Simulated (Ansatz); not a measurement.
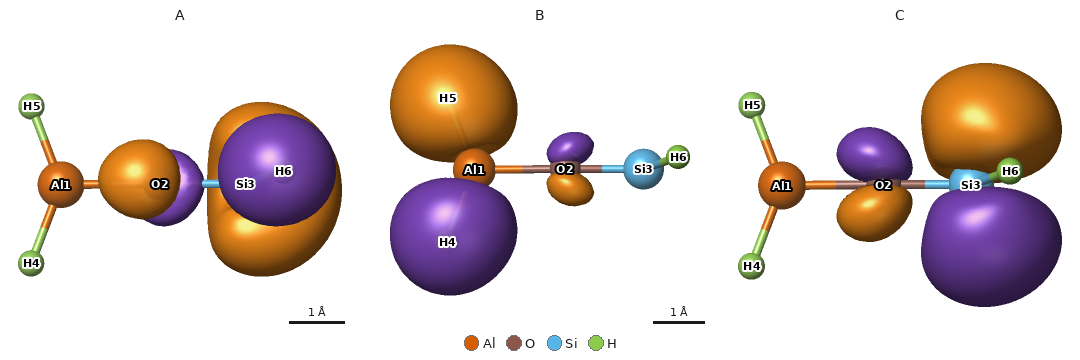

The picture shows: AlH3OSi (SMILES [AlH2][O+]=[SiH]) (charge +1, doublet). Three frontier orbitals at ±0.1 Å⁻³ᐟ² (orange and purple are the two phases), in no order.

Geometry: B3LYP-D3(BJ)/6-311G**.

These are results of Ansatz, isolated molecule in a Gaussian basis; Kohn-Sham density functional theory, functional PBE0, not measurements.

```xyz
6

Al   -0.9125   -2.5716   -1.7824
O    -0.5161   -0.8717   -1.2691
Si   -0.1094    0.5436   -0.7492
H    -2.1727   -3.0883   -1.0283
H     0.1079   -3.0698   -2.8474
H    -0.7017    1.7285   -1.4877
```

### Which picture is the HOMO−1, the HOMO and the LUMO? All are α orbitals.

A is the HOMO−1 (α) (−13.52 eV). It lies mainly on Si3 (about 65 %), H6 (about 15 %) and O2 (about 15 %). B is the HOMO (α) (−13.20 eV). It lies mainly on Al1 (about 35 %), H4 (about 30 %) and H5 (about 30 %). C is the LUMO (α) (−8.39 eV). Its weight (Hirshfeld) is mainly on Si3 (about 80 %) and O2 (about 10 %).

### What is the gap between the highest occupied and lowest empty α orbitals?

4.81 eV between the orbital energies.
